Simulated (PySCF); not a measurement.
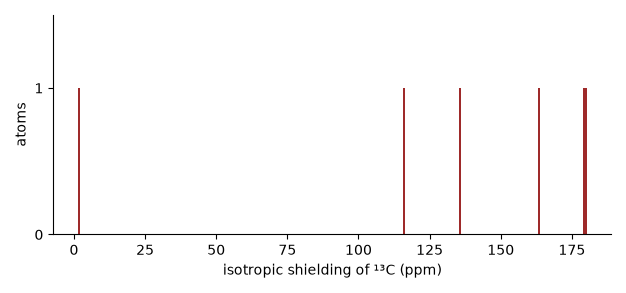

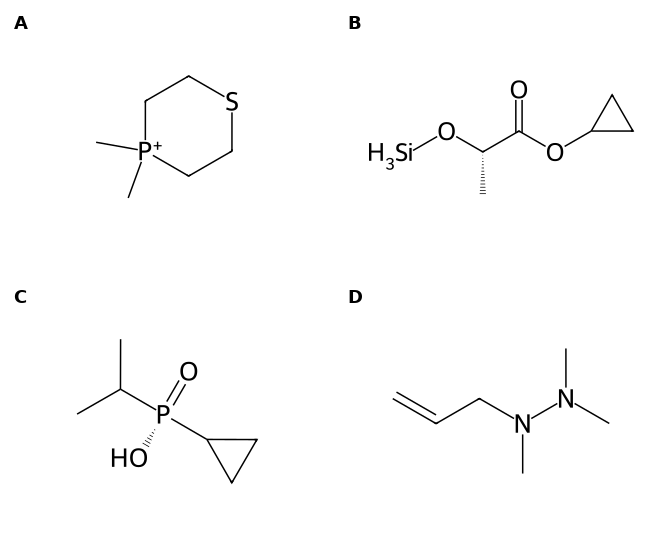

The sticks are computed shieldings of one of the molecules, for one fixed geometry (GFN2-xTB) without averaging over rotations. Low shielding means a high chemical shift. Method: GIAO PBE0/pcSseg-1 NMR shielding, non-relativistic, gas phase (PySCF 2.14.0).

Which molecule gives this pattern?

B, `C[C@H](O[SiH3])C(=O)OC1CC1`. Its 6 C atoms give lines at 1.6, 116.1, 135.8, 163.4, 179.2, 179.9 ppm.

The geometry is semi-empirical. Around P, Si such bond lengths and angles can be off by a tenth of an ångström or more and by several degrees, and values that hang on the shape move with them.
